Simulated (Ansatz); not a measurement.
**Abstraction of H: CH8OSi2 + GeH2(SH) → CH7OSi2 + GeH3(SH)**

Species: CH8OSi2 `CO[SiH2][SiH3]`, singlet; GeH2(SH), doublet; CH7OSi2 `CO[SiH][SiH3]`, doublet; GeH3(SH), singlet. A radical takes H: the energy is the difference in strength between the Si–H bond broken and the Ge–H bond made.

Shapes, held fixed at every level: PBE0-D4/def2-TZVP. Flexible molecules stand in one conformer, not always the lowest. Programs: Ansatz 0.2.0. The zero-point and thermal change to 298 K, harmonic and unscaled (PBE0-D4/def2-TZVP), is +0.2 kJ/mol.

```
                level                    kind  ΔH(298 K) (kJ/mol)  less CCSD(T)/def2-TZVPP  CPU time (sum over the molecules)
     SPW92/def2-TZVPP                     LDA               +23.2                     -2.8                               14 s
    PBE-D4/def2-TZVPP                     GGA               +24.7                     -1.3                               28 s
  B3LYP-D4/def2-TZVPP           global hybrid               +30.5                     +4.5                               52 s
   PBE0-D4/def2-TZVPP           global hybrid               +24.9                     -1.1                               37 s
r2SCAN0-D4/def2-TZVPP           global hybrid               +26.5                     +0.5                               63 s
   wB97M-V/def2-TZVPP  range-separated hybrid               +34.8                     +8.8                            2.1 min
   CCSD(T)/def2-TZVPP   coupled cluster or CI               +26.0                      0.0                            7.9 min
```

The highest level, CCSD(T)/def2-TZVPP, gives ΔH(298 K) = +26.0 kJ/mol; the levels span +23.2 to +34.8. The column of differences is taken from that level and isn't an error. No measured value is set beside it here. Open shells run unrestricted. Relativity is left out for Ge. Outer-core shells of Ge are correlated, in sets that cover them unevenly. Times are processor times on shared x86 and Arm servers, and rough.

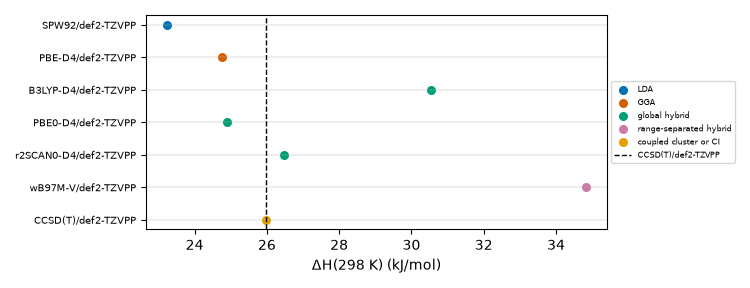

The values of the table, level by level.
